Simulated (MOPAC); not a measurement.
## Frequency calculation of CH6O3Ti (part 3 of 3)

CH6O3Ti; PM6-D3, closed shell, dispersion D3 (MOPAC 23.2.5). The geometry was optimised with PM6-D3.

Geometry of the input (Å):
```
C  -1.5498  -0.0755  0.0257
Ti 0.4219  -0.0013  0.0979
O  0.9892  -0.6063  1.7015
O  0.9383  1.7337  -0.1187
O  1.1116  -1.0091  -1.2318
H  -1.6088  0.6821  0.8598
H  -1.5316  0.4295  -0.9832
H  -2.3677  -0.7865  0.0890
H  1.2807  -0.9253  2.5207
H  1.2210  2.6025  -0.2262
H  1.4655  -1.5335  -1.9083
```

Output, continued
```
 VIBRATION          5    3A"          ATOM PAIR      ENERGY CONTRIBUTION    RADIAL
 FREQUENCY           180.45         C  1 -- Ti 2         +15.2% (197.1%)      0.0%
 TRANSITION DIPOLE   0.0659         Ti 2 -- H  7         +14.2% (190.0%)      7.6%
 TRAVEL (Ang.)       0.3116         Ti 2 -- H  6         +14.2% (190.0%)      7.7%
 REDUCED MASS        3.8479         C  1 -- H  6          +9.9% (158.7%)     92.1%
 EFFECTIVE MASS     70.7853
 FORCE CONSTANT      0.0738

 VIBRATION          6    3A'          ATOM PAIR      ENERGY CONTRIBUTION    RADIAL
 FREQUENCY           195.50         C  1 -- Ti 2         +13.1% (138.8%)     34.0%
 TRANSITION DIPOLE   0.0208         C  1 -- H  7         +12.5% (135.3%)     10.0%
 TRAVEL (Ang.)       0.2974         C  1 -- H  6         +12.5% (135.3%)      9.8%
 REDUCED MASS        3.9001         Ti 2 -- O  4         +10.5% (124.3%)      0.0%
 EFFECTIVE MASS     55.6872
 FORCE CONSTANT      0.0878

 VIBRATION          7    4A'          ATOM PAIR      ENERGY CONTRIBUTION    RADIAL
 FREQUENCY           221.47         C  1 -- H  8         +25.2% (202.1%)      1.8%
 TRANSITION DIPOLE   0.6084         C  1 -- Ti 2         +16.0% (161.1%)     14.1%
 TRAVEL (Ang.)       0.4679         Ti 2 -- H  6         +12.6% (142.7%)     69.7%
 REDUCED MASS        1.3909         Ti 2 -- H  7         +12.6% (142.7%)     69.9%
 EFFECTIVE MASS     33.2681
 FORCE CONSTANT      0.0402

 VIBRATION          8    4A"          ATOM PAIR      ENERGY CONTRIBUTION    RADIAL
 FREQUENCY           298.60         C  1 -- H  8         +21.8% (160.3%)      0.0%
 TRANSITION DIPOLE   0.4888         Ti 2 -- H  7         +17.2% (142.5%)     86.2%
 TRAVEL (Ang.)       0.6138         Ti 2 -- H  6         +17.2% (142.5%)     86.1%
 REDUCED MASS        0.5993         C  1 -- H  6         +16.0% (137.3%)     15.2%
 EFFECTIVE MASS     10.4362         C  1 -- H  7         +16.0% (137.2%)     15.0%
 FORCE CONSTANT      0.0315         C  1 -- Ti 2         +11.1% (114.6%)      0.0%

 VIBRATION          9    5A'          ATOM PAIR      ENERGY CONTRIBUTION    RADIAL
 FREQUENCY           564.81         C  1 -- Ti 2         +28.3% (120.7%)     99.4%
 TRANSITION DIPOLE   0.6178         C  1 -- H  7         +23.3% (109.6%)      0.2%
 TRAVEL (Ang.)       0.1776         C  1 -- H  6         +23.3% (109.6%)      0.2%
 REDUCED MASS        3.7851         C  1 -- H  8         +12.6% ( 80.5%)     98.8%
 EFFECTIVE MASS     18.7773
 FORCE CONSTANT      0.7114

 VIBRATION         10    6A'          ATOM PAIR      ENERGY CONTRIBUTION    RADIAL
 FREQUENCY           662.28         Ti 2 -- O  4         +21.8% ( 71.2%)     89.6%
 TRANSITION DIPOLE   0.8270         Ti 2 -- O  5         +15.5% ( 60.0%)     73.9%
 TRAVEL (Ang.)       0.1717         Ti 2 -- O  3         +15.5% ( 60.0%)     73.8%
 REDUCED MASS        3.4547         O  4 -- H 10         +12.9% ( 54.7%)     58.8%
 EFFECTIVE MASS     21.0686
 FORCE CONSTANT      0.8928

 VIBRATION         11    7A'          ATOM PAIR      ENERGY CONTRIBUTION    RADIAL
 FREQUENCY           693.97         Ti 2 -- O  4         +26.9% ( 74.4%)     97.5%
 TRANSITION DIPOLE   0.7247         Ti 2 -- O  3         +13.9% ( 53.6%)     82.5%
 TRAVEL (Ang.)       0.1646         Ti 2 -- O  5         +13.9% ( 53.6%)     82.1%
 REDUCED MASS        3.5854         O  3 -- H  9         +11.7% ( 49.1%)     23.8%
 EFFECTIVE MASS     19.2755         O  5 -- H 11         +11.7% ( 49.1%)     24.3%
 FORCE CONSTANT      1.0174         O  4 -- H 10         +10.1% ( 45.5%)     90.3%

 VIBRATION         12    5A"          ATOM PAIR      ENERGY CONTRIBUTION    RADIAL
 FREQUENCY           697.50         Ti 2 -- O  5         +25.6% ( 72.0%)     94.5%
 TRANSITION DIPOLE   0.7063         Ti 2 -- O  3         +25.6% ( 72.0%)     94.3%
 TRAVEL (Ang.)       0.1589         O  4 -- H 10         +14.0% ( 53.3%)      0.0%
 REDUCED MASS        3.8299         O  5 -- H 11         +10.2% ( 45.5%)     84.8%
 EFFECTIVE MASS     18.9531         O  3 -- H  9         +10.2% ( 45.5%)     85.1%
 FORCE CONSTANT      1.0978

 VIBRATION         13    6A"          ATOM PAIR      ENERGY CONTRIBUTION    RADIAL
 FREQUENCY           703.76         O  3 -- H  9         +34.7% ( 62.4%)      1.2%
 TRANSITION DIPOLE   0.1423         O  5 -- H 11         +34.7% ( 62.4%)      1.1%
 TRAVEL (Ang.)       0.5097         O  4 -- H 10         +23.3% ( 51.1%)      0.0%
 REDUCED MASS        0.3688         Ti 2 -- O  3          +2.7% ( 17.5%)     55.3%
 EFFECTIVE MASS      2.7115
 FORCE CONSTANT      0.1076

 VIBRATION         14    8A'          ATOM PAIR      ENERGY CONTRIBUTION    RADIAL
 FREQUENCY           712.50         O  4 -- H 10         +77.5% ( 92.5%)      0.1%
 TRANSITION DIPOLE   0.9360         O  5 -- H 11          +5.4% ( 24.5%)     14.0%
 TRAVEL (Ang.)       0.3453         O  3 -- H  9          +5.4% ( 24.5%)     14.0%
 REDUCED MASS        0.7937         Ti 2 -- O  3          +3.3% ( 19.1%)     87.7%
 EFFECTIVE MASS      3.3477
 FORCE CONSTANT      0.2374

 VIBRATION         15    7A"          ATOM PAIR      ENERGY CONTRIBUTION    RADIAL
 FREQUENCY           745.00         O  4 -- H 10         +33.7% ( 63.4%)      0.0%
 TRANSITION DIPOLE   1.5886         O  3 -- H  9         +19.2% ( 47.8%)      7.7%
 TRAVEL (Ang.)       0.3644         O  5 -- H 11         +19.1% ( 47.8%)      8.0%
 REDUCED MASS        0.6815         Ti 2 -- O  5          +9.3% ( 33.3%)     74.6%
 EFFECTIVE MASS      6.1701
 FORCE CONSTANT      0.2229

 VIBRATION         16    9A'          ATOM PAIR      ENERGY CONTRIBUTION    RADIAL
 FREQUENCY           753.50         O  5 -- H 11         +27.0% ( 59.3%)      2.4%
 TRANSITION DIPOLE   2.1683         O  3 -- H  9         +27.0% ( 59.3%)      2.6%
 TRAVEL (Ang.)       0.2626         Ti 2 -- O  4         +15.1% ( 44.3%)     97.2%
 REDUCED MASS        1.2975         Ti 2 -- O  3          +7.8% ( 31.9%)     26.5%
 EFFECTIVE MASS      8.8134
 FORCE CONSTANT      0.4340

 VIBRATION         17    8A"          ATOM PAIR      ENERGY CONTRIBUTION    RADIAL
 FREQUENCY           755.14         O  3 -- H  9         +38.2% ( 66.3%)      2.2%
 TRANSITION DIPOLE   1.3467         O  5 -- H 11         +38.2% ( 66.3%)      2.2%
 TRAVEL (Ang.)       0.3830         Ti 2 -- O  3          +6.3% ( 27.0%)     50.6%
 REDUCED MASS        0.6088         Ti 2 -- O  5          +6.3% ( 27.0%)     50.9%
 EFFECTIVE MASS      4.5960
 FORCE CONSTANT      0.2045

 VIBRATION         18   10A'          ATOM PAIR      ENERGY CONTRIBUTION    RADIAL
 FREQUENCY           781.38         O  5 -- H 11         +40.0% ( 64.2%)      0.2%
 TRANSITION DIPOLE   1.9373         O  3 -- H  9         +40.0% ( 64.2%)      0.2%
 TRAVEL (Ang.)       0.4038         O  4 -- H 10          +5.8% ( 24.3%)      8.7%
 REDUCED MASS        0.5293         Ti 2 -- O  4          +3.6% ( 19.1%)     44.0%
 EFFECTIVE MASS      3.7537
 FORCE CONSTANT      0.1904

 VIBRATION         19   11A'          ATOM PAIR      ENERGY CONTRIBUTION    RADIAL
 FREQUENCY          1086.01         C  1 -- H  8         +28.1% ( 55.2%)      1.8%
 TRANSITION DIPOLE   1.2723         C  1 -- H  7         +24.1% ( 51.2%)      1.6%
 TRAVEL (Ang.)       0.2794         C  1 -- H  6         +24.1% ( 51.2%)      1.5%
 REDUCED MASS        0.7951         C  1 -- Ti 2          +8.4% ( 30.1%)     72.2%
 EFFECTIVE MASS      2.6818
 FORCE CONSTANT      0.5525

 VIBRATION         20   12A'          ATOM PAIR      ENERGY CONTRIBUTION    RADIAL
 FREQUENCY          1171.17         C  1 -- H  7         +26.6% ( 58.5%)      2.2%
 TRANSITION DIPOLE   0.5328         C  1 -- H  6         +26.6% ( 58.5%)      2.0%
 TRAVEL (Ang.)       0.3544         Ti 2 -- H  7         +18.5% ( 48.8%)      5.0%
 REDUCED MASS        0.4583         Ti 2 -- H  6         +18.5% ( 48.8%)      5.2%
 EFFECTIVE MASS      1.8274
 FORCE CONSTANT      0.3704

 VIBRATION         21    9A"          ATOM PAIR      ENERGY CONTRIBUTION    RADIAL
 FREQUENCY          1221.56         C  1 -- H  8         +52.5% ( 69.5%)      0.0%
 TRANSITION DIPOLE   0.7371         C  1 -- H  6         +13.2% ( 34.8%)     12.0%
 TRAVEL (Ang.)       0.3342         C  1 -- H  7         +13.2% ( 34.8%)     11.6%
 REDUCED MASS        0.4942         Ti 2 -- H  6          +8.4% ( 27.8%)     38.0%
 EFFECTIVE MASS      1.6624
 FORCE CONSTANT      0.4345

 VIBRATION         22   13A'          ATOM PAIR      ENERGY CONTRIBUTION    RADIAL
 FREQUENCY          2448.34         O  4 -- H 10         +81.1% ( 90.5%)    100.0%
 TRANSITION DIPOLE   2.2077         O  3 -- H  9          +9.2% ( 30.4%)    100.0%
 TRAVEL (Ang.)       0.2060         O  5 -- H 11          +9.2% ( 30.4%)    100.0%
 REDUCED MASS        0.6487         Ti 2 -- O  4          +0.4% (  6.2%)     99.9%
 EFFECTIVE MASS      1.3338
 FORCE CONSTANT      2.2911

 VIBRATION         23   10A"          ATOM PAIR      ENERGY CONTRIBUTION    RADIAL
 FREQUENCY          2455.47         O  5 -- H 11         +49.8% ( 70.9%)    100.0%
 TRANSITION DIPOLE   2.2625         O  3 -- H  9         +49.7% ( 70.9%)    100.0%
 TRAVEL (Ang.)       0.2405         Ti 2 -- O  5          +0.2% (  4.9%)     99.0%
 REDUCED MASS        0.4748         Ti 2 -- O  3          +0.2% (  4.9%)     99.1%
 EFFECTIVE MASS      1.3370
 FORCE CONSTANT      1.6867

 VIBRATION         24   14A'          ATOM PAIR      ENERGY CONTRIBUTION    RADIAL
 FREQUENCY          2471.99         O  3 -- H  9         +40.6% ( 63.6%)    100.0%
 TRANSITION DIPOLE   1.2194         O  5 -- H 11         +40.6% ( 63.6%)    100.0%
 TRAVEL (Ang.)       0.2802         O  4 -- H 10         +18.0% ( 42.4%)    100.0%
 REDUCED MASS        0.3474         Ti 2 -- O  5          +0.2% (  4.6%)     99.5%
 EFFECTIVE MASS      1.3682
 FORCE CONSTANT      1.2508

 VIBRATION         25   11A"          ATOM PAIR      ENERGY CONTRIBUTION    RADIAL
 FREQUENCY          2563.36         C  1 -- H  7         +27.0% ( 71.7%)     97.0%
 TRANSITION DIPOLE   0.6087         C  1 -- H  6         +27.0% ( 71.7%)     97.3%
 TRAVEL (Ang.)       0.2277         Ti 2 -- H  7         +22.5% ( 65.5%)     29.3%
 REDUCED MASS        0.5075         Ti 2 -- H  6         +22.5% ( 65.5%)     29.2%
 EFFECTIVE MASS      1.4869
 FORCE CONSTANT      1.9649

 VIBRATION         26   15A'          ATOM PAIR      ENERGY CONTRIBUTION    RADIAL
 FREQUENCY          2569.64         C  1 -- H  6         +25.7% ( 69.5%)     97.4%
 TRANSITION DIPOLE   1.0063         C  1 -- H  7         +25.7% ( 69.5%)     97.6%
 TRAVEL (Ang.)       0.2348         Ti 2 -- H  6         +23.7% ( 66.7%)     31.8%
 REDUCED MASS        0.4761         Ti 2 -- H  7         +23.7% ( 66.7%)     31.8%
 EFFECTIVE MASS      1.2512
 FORCE CONSTANT      1.8524

 VIBRATION         27   16A'          ATOM PAIR      ENERGY CONTRIBUTION    RADIAL
 FREQUENCY          2732.99         C  1 -- H  8         +96.6% ( 99.2%)    100.0%
 TRANSITION DIPOLE   1.0745         C  1 -- H  6          +0.9% (  9.5%)      0.1%
 TRAVEL (Ang.)       0.1647         C  1 -- H  7          +0.9% (  9.5%)      0.1%
 REDUCED MASS        0.9095         C  1 -- Ti 2          +0.7% (  8.4%)     61.3%
 EFFECTIVE MASS      1.3465
 FORCE CONSTANT      4.0025

      SYMMETRY NUMBER FOR POINT-GROUP Cs  =  1

          SYSTEM IS A GROUND STATE

 PM6-D3 frequencies

          MOLECULE IS NOT LINEAR

          THERE ARE 27 GENUINE VIBRATIONS IN THIS SYSTEM
          THIS THERMODYNAMICS CALCULATION IS LIMITED TO
          MOLECULES WHICH HAVE NO INTERNAL ROTATIONS

                    CALCULATED THERMODYNAMIC PROPERTIES
                                          *
   TEMP. (K)   PARTITION FUNCTION   H.O.F.    ENTHALPY  HEAT CAPACITY ENTROPY
                                   KCAL/MOL   CAL/MOLE    CAL/K/MOL  CAL/K/MOL

 298.00  VIB.     0.1243D+03                  3694.5598    23.7288    21.9819
         ROT.     0.1601D+06                   888.2803     2.9808    26.7947
         INT.     0.1991D+08                  4582.8401    26.7096    48.7766
         TRA.     0.1176D+28                  1480.4672     4.9680    40.1052
         TOT.                     -234.335    6063.3073    31.6776    88.8818

 200.00  VIB.     0.1567D+02                  1684.2835    17.0738    13.8903
         ROT.     0.8803D+05                   596.1613     2.9808    25.6060
         INT.     0.1380D+07                  2280.4448    20.0546    39.4963
         TRA.     0.6466D+27                   993.6021     4.9680    38.1241
         TOT.                     -237.124    3274.0469    25.0226    77.6204

 400.00  VIB.     0.1012D+04                  6396.5469    28.9619    29.7420
         ROT.     0.2490D+06                  1192.3226     2.9808    27.6722
         INT.     0.2520D+09                  7588.8695    31.9427    57.4142
         TRA.     0.1829D+28                  1987.2043     4.9680    41.5677
         TOT.                     -230.822    9576.0737    36.9107    98.9818

 600.00  VIB.     0.4609D+05                 12909.1301    35.6003    42.8546
         ROT.     0.4574D+06                  1788.4838     2.9808    28.8808
         INT.     0.2108D+11                 14697.6139    38.5811    71.7354
         TRA.     0.3360D+28                  2980.8064     4.9680    43.5820
         TOT.                     -222.720   17678.4203    43.5491   115.3174

   *: NOTE: HEATS OF FORMATION ARE RELATIVE TO THE
            ELEMENTS IN THEIR STANDARD STATE AT 298K
              (=  Standard Enthalpy of Formation).

            Hvib:  Zero-point energy is not included.
                   frequencies of less than zero cm-1 are not included.
            Hrot = (3/2)RT
            Htra = (3/2)RT + pV = (5/2)RT

            Heat capacity is Cp, not Cv

           FORCE CONSTANT IN CARTESIAN COORDINATES (Millidynes/A)

    ATOM   CHEMICAL       X               Y               Z
   NUMBER   SYMBOL  FORCE CONSTANT  FORCE CONSTANT  FORCE CONSTANT

      1       C        5.065547        4.817943        4.425861
      2      Ti        3.833688        5.185468        5.262749
      3       O        1.431348        5.446941        0.760725
      4       O        1.278912        1.857266        4.193712
      5       O        1.429829        1.951231        4.257953
      6       H        0.280171        1.089762        2.994527
      7       H        0.280367        3.647132        0.436960
      8       H        2.553769        0.875585        1.565429
      9       H        0.646752        3.080963        0.272195
     10       H        0.612154        0.954274        2.376325
     11       H        0.645842        0.981261        2.372807

 *                    *
 * JOB ENDED NORMALLY *
 *                    *

 TOTAL JOB TIME:             0.18 SECONDS

 == MOPAC DONE ==
```

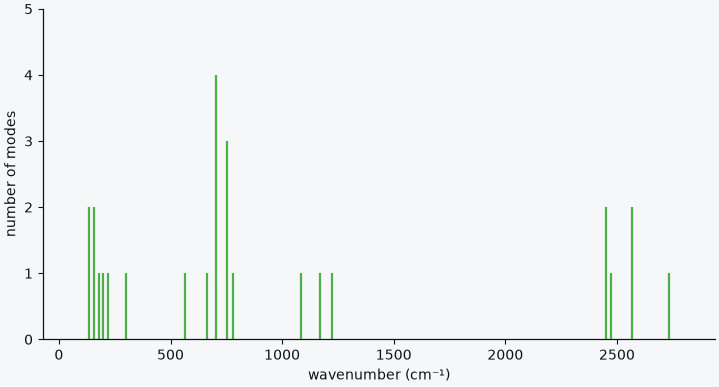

Fig. 1: Harmonic vibrational wavenumbers from the force constants; neighbouring modes closer than 12 cm⁻¹ are counted in one stick. 27 modes from 130 to 2733 cm⁻¹, none imaginary.

Results in brief

| quantity | value |
| --- | --- |
| outcome | converged |
| heat of formation | −234.34 kcal/mol |
| basis functions | 31 |
| zero-point energy | 0.062128 hartree |
| wavenumbers, lowest and highest | 130 and 2733 cm⁻¹ |
| peak memory | 0.092 GiB |

Notes

MOPAC's energies along a path are heats of formation.
